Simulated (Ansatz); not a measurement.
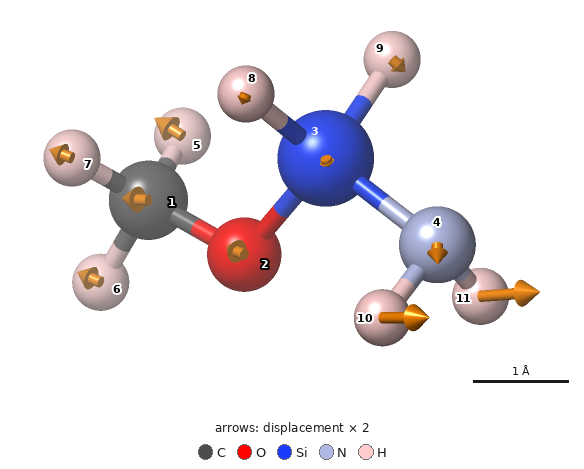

This is a relaxation of CH7NOSi (coarse preliminary run). The starting structure is drawn; orange arrows show the displacements, 2 times their true length. The two geometries are superimposed by the best rigid fit.

Style: ball-and-stick. Shown from a free direction.

The start comes from a force field.

Method: RKS PBE-D4/def2-SVP (Ansatz).

Input file:
```yaml
crystal:
  periodic: [false, false, false]
  atoms:
    - {symbol: C, position_ang: [-0.615400, 1.555700, 0.440700]}
    - {symbol: O, position_ang: [-0.585600, 0.365600, -0.269600]}
    - {symbol: Si, position_ang: [0.601200, -0.678600, 0.119600]}
    - {symbol: N, position_ang: [0.458600, -1.981700, -0.905600]}
    - {symbol: H, position_ang: [0.237200, 2.200600, 0.254600]}
    - {symbol: H, position_ang: [-1.519000, 2.174400, 0.032800]}
    - {symbol: H, position_ang: [-0.805200, 1.443700, 1.504200]}
    - {symbol: H, position_ang: [0.520700, -1.118100, 1.521700]}
    - {symbol: H, position_ang: [1.953600, -0.064500, -0.118200]}
    - {symbol: H, position_ang: [-0.562800, -2.320300, -0.727800]}
    - {symbol: H, position_ang: [0.382200, -1.633900, -1.831900]}
basis:
  gaussian: {orbitals: def2-SVP}
hamiltonian: {xc: pbe, dispersion: d4}
relax: {f_tol: 0.03, max_steps: 200}
```

Atoms of which element are displaced furthest, and by how much?

Hydrogen: up to 0.38 Å, against 0.19 Å for carbon.

What did the optimiser do to the structure, and how much energy did it gain?

After 4 accepted moves (5 points after the start) the energy has fallen by 13.7 kcal/mol. The largest force component goes from 3 to 0.029 eV/Å. The line search rejected the trial step at point 3 of the run. H11 moves most after the best rigid fit: 0.38 Å. Largest moves by element: H 0.38 Å, C 0.19 Å, O 0.16 Å, N 0.12 Å, Si 0.06 Å. Near-neighbour distances that change, for instance: N4–H10 1.091 → 1.024 Å, Si3–N4 1.664 → 1.727 Å, O2–Si3 1.628 → 1.688 Å, C1–H6 1.169 → 1.110 Å. Among the angles between lasting bonds that change: Si3–N4–H10 102.9° → 118.7°, Si3–N4–H11 107.9° → 118.6°, H10–N4–H11 100.9° → 109.9°.
